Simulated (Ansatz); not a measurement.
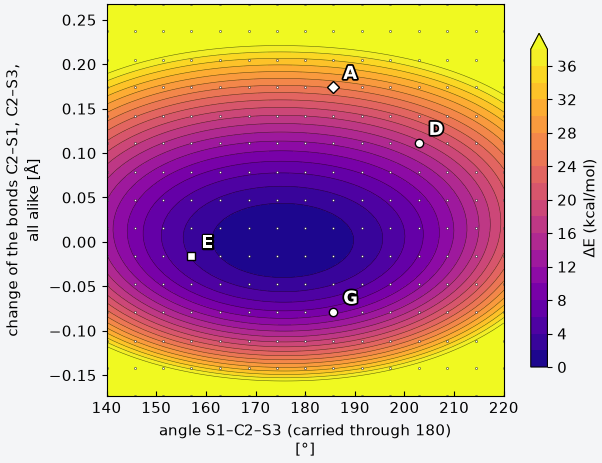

CHS2, SMILES S=C=[SH+], charge +1. First axis: angle S1–C2–S3 (carried through 180). Second axis: change of the bonds C2–S1, C2–S3, all alike. Nothing is relaxed (all other coordinates rigid). Grid: 15 × 15 points. Points are written as (first, second). Energies are in kcal/mol, from the relaxed molecule at the same level. The restricted reference is unstable at some or all points, so the energies there are unreliable. Method: RHF-MP2, frozen core/def2-TZVP in Ansatz.

The picture shows filled contours, dots at the grid points, one colour for all values above the top of the scale, lettered points. Between grid points the surface is interpolated.

Question: What kind of point is each of A, D, E, G: minimum, saddle, maximum or slope?

Answer: A: on a slope; D: on a slope; E: on a slope; G: on a slope. (In these two coordinates alone; a stationary point may lie a little off the grid point.)

Question: Rank the lettered points by energy, lowest first.

Answer: E (3.8 kcal/mol), G (9.5 kcal/mol), D (17.4 kcal/mol), A (26.2 kcal/mol).
